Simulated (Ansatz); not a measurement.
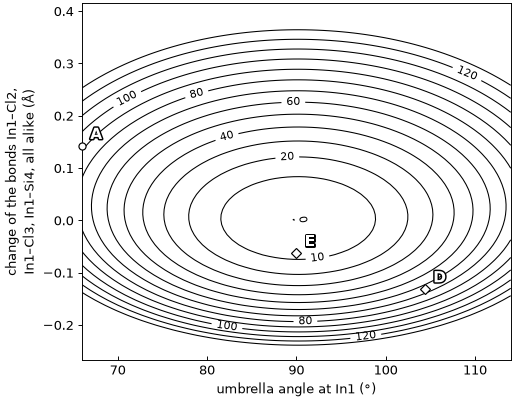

InCl2(SiH3). First axis: umbrella angle at In1 (between each of its bonds and their common axis; 90 is planar). Second axis: change of the bonds In1–Cl2, In1–Cl3, In1–Si4, all alike. Nothing is relaxed (all other coordinates rigid). The grid has 11 × 11 points. Points are written as (first, second). All energies are given in kJ/mol relative to the lowest grid point. Theory: RKS B3LYP-D4/def2-SVP (Ansatz).

The picture shows contour lines labelled in kJ/mol (none above 130), lettered points. Between grid points the surface is interpolated.

> Is D the lowest point of the computed grid?

No. D lies 65 kJ/mol above the lowest grid point, which is at (90.0°, 0.005 Å).

> Rank the lettered points by energy, lowest first.

E (7 kJ/mol), D (65 kJ/mol), A (92 kJ/mol).
